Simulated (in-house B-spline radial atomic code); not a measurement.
# RPA and GW calculation for Sr⁵⁺

- system: Sr⁵⁺, configuration [Ar] 3d10 4s2 4p3.
- method: RPA, second-order and SOSEX correlation energies and G0W0 (contour deformation) on a scalar-relativistic (spin-free one-electron X2C) mean field, all electrons, B-spline basis (in-house B-spline radial atomic code)

## Input
```
Z = 38
electrons = 33.0
configuration = [Ar] 3d10 4s2 4p3
hamiltonian = x2c
method = pbesol
lmax = 9
rms_radius = 4.224
spin_polarised = True
box_radius = 10.43
intervals = 67
```

Launched within a batch (the task file carries these settings):
```bash
python <driver script> task.json out
```

The program writes its results to a structured record and prints no log; tables and figures of this report are taken from that record.

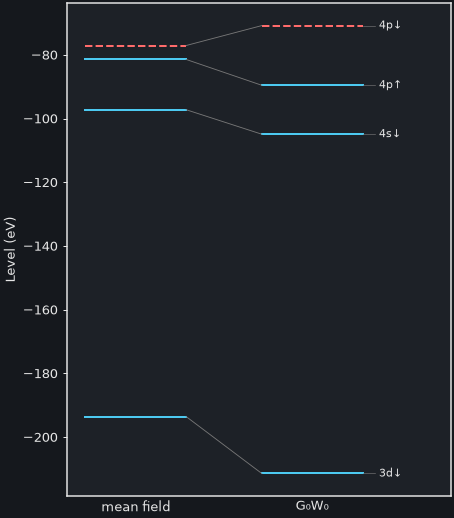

Fig. 1: Mean-field and G₀W₀ levels (solid occupied, dashed empty) for Sr⁵⁺ ([Ar] 3d¹⁰ 4s² 4p³). All-electron spherical atom, scalar X2C, PBEsol start, no spin-orbit coupling, Breit or QED terms; computed with a B-spline radial code. The quasi-particle equation is solved at full frequency; levels of low quasi-particle weight Z are left out. Σ columns are in eV, and Σc holds an estimate for the angular momenta beyond the basis. G₀W₀ moves the highest occupied level, 4p↑, from −81.45 to −89.56 eV (renormalisation factor Z = 0.95). The empty level 4p↓ goes from −77.07 to −70.82 eV.

```csv
Level,Mean field (eV),Σx − vxc (eV),Σc (eV),Z,G₀W₀ (eV)
4p↓,−77.07,9.25,−3.00,0.95,−70.82
4p↑,−81.45,−7.66,−0.45,0.95,−89.56
4s↓,−97.24,−4.80,−2.89,0.96,−104.92
3d↓,−193.58,−23.63,5.78,0.91,−211.43
```

## Summary

```tsv
quantity	value
outcome	converged
mean-field total energy	−3170.10459 hartree
total energy with exact exchange alone	−3170.66749 hartree
exact exchange energy	−102.20681 hartree
RPA correlation, extrapolated in the angular momentum of the empty orbitals	−2.49660 hartree
RPA correlation, as summed	−2.46560 hartree
direct second-order term	−2.82859 hartree
second-order exchange term	0.82955 hartree
SOSEX term	0.76970 hartree
hardware	1 CPU thread, shared host
wall time	5.5 s
```

## Remarks

Caveats: spin-orbit coupling, Breit and QED terms are absent.
